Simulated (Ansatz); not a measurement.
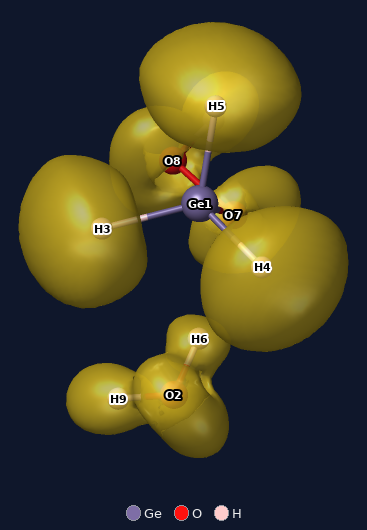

Figure 1: GeH4O2···H2O. Isosurface of the electron localisation function at 0.8 (yellow), seen at an oblique angle. Only the valence region is drawn (cores and ρ < 0.01 e/Å³ removed).

The product side of a reaction path; geometry: PBE0-D4/def2-TZVP.

Level of theory: RKS PBE0-D4/def2-TZVPP (Ansatz).

```xyz
10

Ge   -1.0635   -0.4814   -0.6883
O     2.1229   -0.9535    0.4738
H    -0.1269   -0.1747   -1.8582
H    -1.0781   -1.9541   -0.2744
H    -2.4707    0.0897   -0.9197
H     1.4146   -0.3964    0.8256
O    -0.4072    0.3432    0.8004
O    -0.2877    1.7300    0.4399
H     2.7599   -0.3402    0.1025
H    -0.8634    2.1377    1.0986
```

Question: Where are the electrons localised?

Answer: At this value the surface marks out three regions around hydrogen nuclei, one region wrapped around O (its valence shell) and two joined regions spread over several atoms (H, O), in which their bonds and any lone pairs are merged.

Values along the shortest contacts:
O7···H6 (1.97 Å): the ELF dips to about 0.10 between them; by its geometry a hydrogen bond between the two molecules, with no shared pair. O–O (1.44 Å): the ELF peaks at about 0.75 between the atoms.
